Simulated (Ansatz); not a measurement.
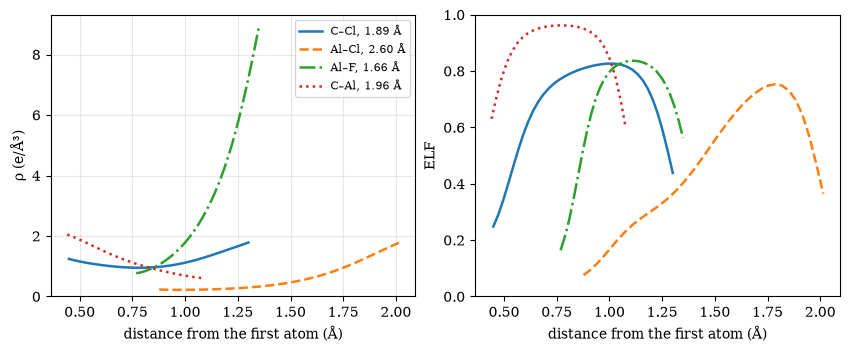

The picture shows: CH3AlClF. Total electron density and ELF along straight lines between neighbouring atoms. The curves leave out the atomic cores.

Geometry: B3LYP/6-31G*.

Computed with isolated molecule in a Gaussian basis; Kohn-Sham density functional theory, functional PBE0 (Ansatz).

```xyz
7

C     1.9531    0.5143   -1.8500
Al    0.3783   -0.6477   -1.9225
Cl    1.0596    1.5242   -3.1760
F    -0.8181   -0.3962   -0.7991
H     0.2135   -1.8138   -2.9671
H     2.9026    0.2176   -2.2956
H     2.1117    1.1974   -1.0158
```

What can be read from the curves?

Answer. C–Cl (1.89 Å): ρ is about 1 e/Å³ halfway; the ELF peaks at about 0.85 between the atoms, as expected for a covalent bond.
Al–Cl (2.60 Å): the density is about 0.3 e/Å³ at the midpoint, with its minimum of 0.22 e/Å³ about 1.0 Å from Al; the ELF peaks at about 0.75 in the valence shell of Cl, 0.8 Å from its nucleus, and is about 0.35 at the midpoint.
Al–F (1.66 Å): the density is about 0.89 e/Å³ at the midpoint; the ELF peaks at about 0.85 in the valence shell of F, 0.5 Å from its nucleus, and is about 0.35 at the midpoint.
C–Al (1.96 Å): ρ is about 0.72 e/Å³ halfway; the ELF peaks at about 0.95 between the atoms: a polar covalent bond.
